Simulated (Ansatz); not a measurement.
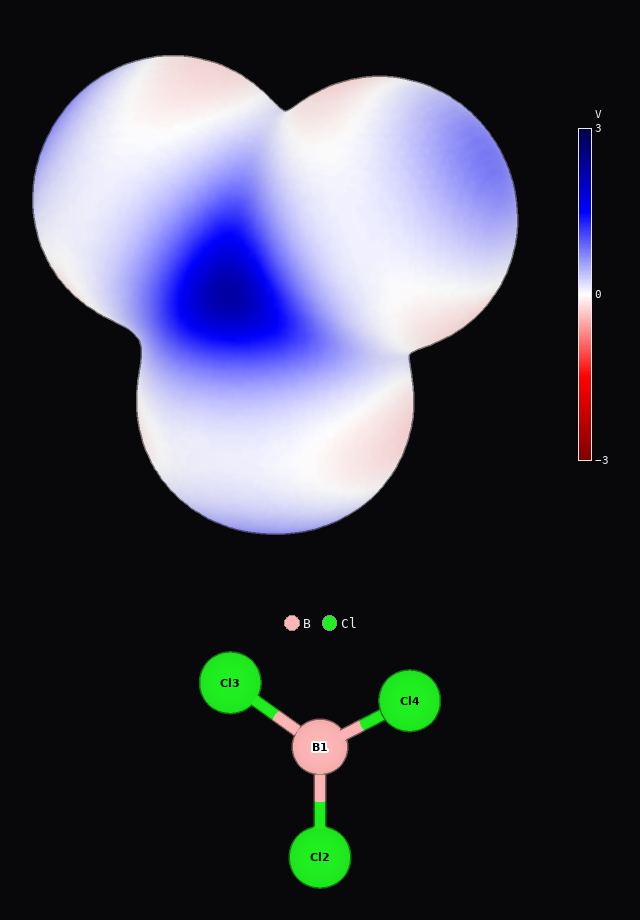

*BCl3. The electrostatic potential painted on the density surface at 0.004 e/bohr³, seen at a tilt; red is negative and blue positive. The bare structure is drawn below in the same view.*

The calculation used Ansatz 0.2.0, RKS PBE0-D4/def2-SVP.

The calculation's input:

```
crystal:
  periodic: [false, false, false]
  atoms:
    - { symbol: B, position_ang: [0.0, 0.0, 0.0] }
    - { symbol: Cl, position_ang: [0.0, 0.0, 1.86] }
    - { symbol: Cl, position_ang: [1.6108, 0.0, -0.93] }
    - { symbol: Cl, position_ang: [-1.6108, 0.0, -0.93] }
basis:
  gaussian: { orbitals: def2-SVP }
hamiltonian:
  xc: pbe0
  dispersion: d4
relax:
  f_tol: 0.02
  max_steps: 40
output:
  orbitals: {}
```

Launched as:

```sh
ansatz run input.yaml --threads 1 --pin off --max-ram 2048MiB --backend cpu --events-out ev --progress --plain --runs-dir out
```

The fields are those of the run's last geometry, not of the input's.

Question: Describe the electrostatic potential map.

Answer: The most negative region (about −0.2 V) lies over Cl2, Cl3 and Cl4, the most positive (about +2.1 V, or +48 kcal/mol for a unit charge) over B1. Cl2 shows a σ-hole: about +0.8 V, or +18 kcal/mol for a unit charge at the tip opposite its bond, against about 0.0 V on its flanks. Cl3 shows a σ-hole: about +0.8 V, or +18 kcal/mol for a unit charge at the tip opposite its bond, against about 0.0 V on its flanks. Cl4 shows a σ-hole: about +0.8 V, or +18 kcal/mol for a unit charge at the tip opposite its bond, against about 0.0 V on its flanks.
